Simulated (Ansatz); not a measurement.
**SiAsNH6 (SMILES N[AsH][SiH3]): MP2/def2-SVP**

Aim: the electronic atomisation energy of SiAsNH6 at MP2/def2-SVP, from 5 runs. 

Program for the calculation: Ansatz 0.2.0.

72 further runs of the same task are left out: 72 set aside as unsound or not needed.

### 1 The structure to begin with

SiAsNH6 has 9 atoms, charge 0, and is taken as a singlet. SMILES: `N[AsH][SiH3]`. The shape is that of a PBE0-D4/def2-TZVP optimisation. This is one conformer, not always the lowest.

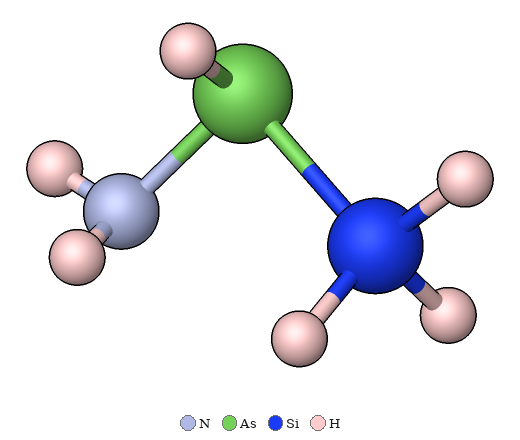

Viewed from a chosen angle; nitrogen light blue, arsenic green, silicon blue, hydrogen pink.

### 2 The energy at MP2/def2-SVP

File run.yaml:

```yaml
basis:
  gaussian:
    orbitals: def2-SVP
crystal:
  periodic: [false, false, false]
  atoms:
    - symbol: N
      position_ang: [-1.101100, 0.719000, -1.145600]
    - symbol: As
      position_ang: [0.735100, 0.438100, -0.988900]
    - symbol: Si
      position_ang: [0.557300, -1.064700, 0.828600]
    - symbol: H
      position_ang: [-1.303700, 1.291400, -1.954300]
    - symbol: H
      position_ang: [-1.525300, 1.144300, -0.332300]
    - symbol: H
      position_ang: [1.144100, 1.592600, -0.059800]
    - symbol: H
      position_ang: [1.889500, -1.194000, 1.477900]
    - symbol: H
      position_ang: [0.123900, -2.393300, 0.326700]
    - symbol: H
      position_ang: [-0.431200, -0.579700, 1.830600]
magnetization:
  spin_polarized: false
correlation:
  method: mp2
  frozen_orbitals: {As: 9, H: 0, "N": 1, Si: 5}
accuracy: high
```

Launch:

```bash
$ ansatz run run.yaml --threads 1 --pin off --max-ram 3480MiB --events-out events.jsonl --progress --plain --runs-dir runs
```

Standard output:

```text
Warning: RAYON_NUM_THREADS=1 ignored (pool sized by the plan → 1); use --threads N
Functional definition: HF
  name "HF"
  exchange = exact_x
  correlation = 0
2062 factors; integrals over basis functions are off by at most 4.7e-9 eV
mean field evaluation 1: about -70220.9180 eV, gradient 2.8e1 eV
mean field evaluation 2: about -70220.9761 eV, gradient 2.8e1 eV
mean field evaluation 4: about -70223.0673 eV, gradient 2.9e0 eV
mean field evaluation 8: about -70223.1081 eV, gradient 1.5e-1 eV
mean field -70223.10826788 eV, -2580.6516299122 hartree, gradient 4.2e-8 eV, S^2 0.000000; 0 other end points of the search recorded, 0 dependent functions left out
15 core orbitals not correlated: weight in the atoms' cores, before any rotation towards them, 1.000 or more for the frozen orbitals, at most 0.000 for the correlated occupied ones
reference -70223.10826788 eV, -2580.6516299122 hartree; 15, 15 occupied and 64, 64 virtual orbitals, 2062 factors
second order -13.98406839 eV of doubles, -0.00000000 eV of singles
Total energy: -70237.09233627 eV, -2581.1655349469 hartree
```

Run time: 1.4 s. Hardware: 1 thread of AMD EPYC 9R45 (Zen 5), shared host; peak memory 0.31 GiB.

### 3 The As atom

File job.yaml:

```yaml
crystal:
  periodic: [false, false, false]
  atoms:
    - {symbol: As, position_ang: [0.000000, 0.000000, 0.000000]}
basis:
  gaussian:
    orbitals: def2-SVP
correlation:
  method: mp2
  frozen_orbitals: {As: 9}
magnetization:
  spin_polarized: true
  initial_magnetization: 3
accuracy: high
```

Run the same way, it converges to -2234.09445 Eh (log not shown).

### 4 The H atom: a single-point energy at UHF/def2-SVP

File molecule.yaml:

```yaml
basis:
  gaussian:
    orbitals: def2-SVP
crystal:
  periodic: [false, false, false]
  atoms:
    - {symbol: H, position_ang: [0.000000, 0.000000, 0.000000]}
magnetization:
  spin_polarized: true
  initial_magnetization: 1
hamiltonian:
  xc: hf
accuracy: high
```

Run the same way, it converges to -0.49928 Eh (log not shown).

### 5 The N atom

File molecule.yaml:

```yaml
basis:
  gaussian: {orbitals: def2-SVP}
crystal:
  periodic: [false, false, false]
  atoms:
    - {symbol: "N", position_ang: [0.000000, 0.000000, 0.000000]}
magnetization: {spin_polarized: true, initial_magnetization: 3}
total_charge: 0
correlation: {method: mp2, frozen_orbitals: {"N": 1}}
accuracy: high
```

Run the same way, it converges to -54.40612 Eh (log not shown).

### 6 The Si atom, same level

File job.yaml:

```yaml
crystal:
  periodic: [false, false, false]
  atoms:
    - {symbol: Si, position_ang: [0.000000, 0.000000, 0.000000]}
basis:
  gaussian:
    orbitals: def2-SVP
magnetization:
  spin_polarized: true
  initial_magnetization: 2
correlation:
  method: mp2
  frozen_orbitals: {Si: 5}
accuracy: high
```

Run the same way, it converges to -288.79662 Eh (log not shown).

### 7 Outcome

Level: MP2/def2-SVP, 15 core orbitals frozen.

```
                                              quantity           value
                                molecule: total energy  -2581.16553 Eh
molecule: correlation energy (15 core orbitals frozen)      -513.9 mEh
                                 As atom: total energy  -2234.09445 Eh
  As atom: correlation energy (9 core orbitals frozen)      -177.5 mEh
            As atom: ⟨S²⟩ of the reference determinant           3.751
                                  H atom: total energy     -0.49928 Eh
                                          H atom: ⟨S²⟩           0.750
                                  N atom: total energy    -54.40612 Eh
    N atom: correlation energy (1 core orbital frozen)       -69.6 mEh
             N atom: ⟨S²⟩ of the reference determinant           3.757
                                 Si atom: total energy   -288.79662 Eh
  Si atom: correlation energy (5 core orbitals frozen)       -43.5 mEh
            Si atom: ⟨S²⟩ of the reference determinant           2.009
                         electronic atomisation energy       23.747 eV
```

**Reading.** Taking the molecule apart into free atoms costs 23.75 eV (548 kcal/mol), before zero-point energy and without spin-orbit coupling.
